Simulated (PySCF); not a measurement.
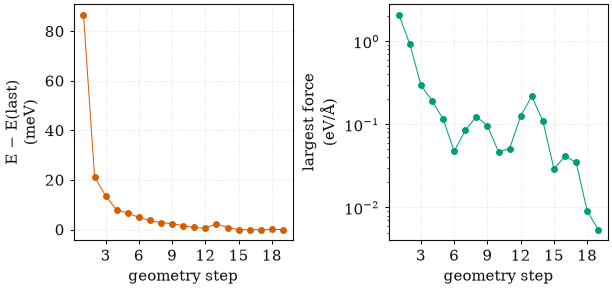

History of a geometry optimisation.

C5H5F3OS (SMILES C=C(CC=S)OC(F)(F)F); PySCF, PBE0-D3(BJ)/def2-SVP, geometry optimisation.

How did the optimisation end?

The optimisation met its thresholds at geometry 19, counting the start as the first. The energy fell by about 87 meV from the first step to the last, with a rise at step 13. The largest force goes from about 2.1 eV/Å at the start to 5 × 10⁻³ eV/Å at the end.
